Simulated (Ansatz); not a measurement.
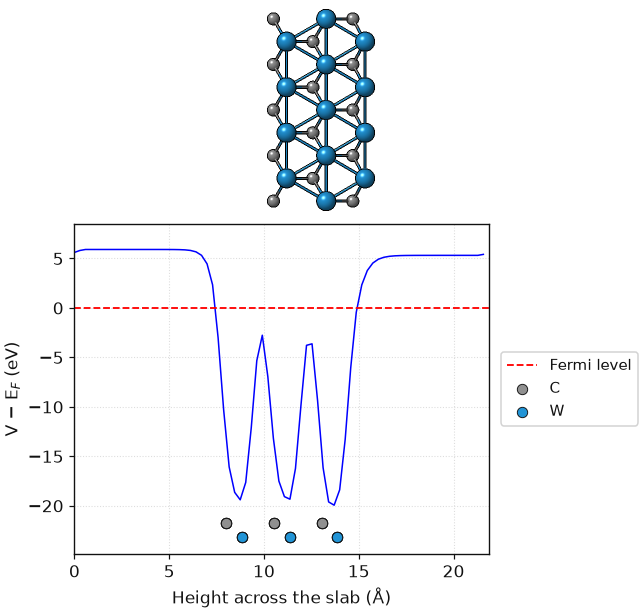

Plane-averaged electrostatic potential energy of an electron across the slab; circles at the bottom mark the heights of the atoms (positions after relaxation). The structure is drawn too.

The material is a (100) slab cut from WC (P-6m2), ended by W above and C below, 24 atoms in the cell.

Computed with Ansatz: DFT PBE+D3(BJ), scalar-relativistic, plane waves, PAW, no spin polarisation, 4×3×1 k mesh.

Question: What is the work function?

Answer: The work function is 5.31 eV at the right face and 5.91 eV at the left.

Question: Do the two faces differ, and what does that say about the slab's dipole?

Answer: The vacuum level is 0.60 eV higher at the left than at the right, so the slab carries a dipole along its normal; the ramp in the vacuum, at or near the edge of the plot, is the dipole correction that keeps each side flat. Some atoms were held fixed in the relaxation, which can itself make the faces differ.

Spin-orbit coupling is left out, which matters for W.
